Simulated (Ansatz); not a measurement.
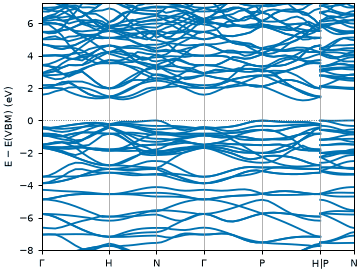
Figure: Band structure from plane-wave PAW r²SCAN (Ansatz code)

Task: Read off the gap and where the band edges lie.

Result: About 1.2 eV (1.24 eV by a search for the band edges); maximum at N, minimum on the P–H line, 72 % of the way from P.

Task: Pick the material that matches.
A) Ge, I-43m (Ge on 2a, Ge on 8c, Ge on 12d, Ge on 24g)
B) C, Im-3m (C on 12d)
C) C, Ia-3 (C on 16c)
D) C, Im-3m (C on 16f)

Result: A, Ge, I-43m (Ge on 2a, Ge on 8c, Ge on 12d, Ge on 24g)

The start of the workflow was typed in or built on a structure type; neither database checked (COD, Materials Project) lists it. It is not the phase usual at ambient conditions (space group No. 227). The cell was relaxed with r²SCAN under the symmetry of its start; whether a distortion lowers the energy is not shown. Spin–orbit coupling is left out wherever it is not named.

Potentials: the later of the program's two PAW sets.
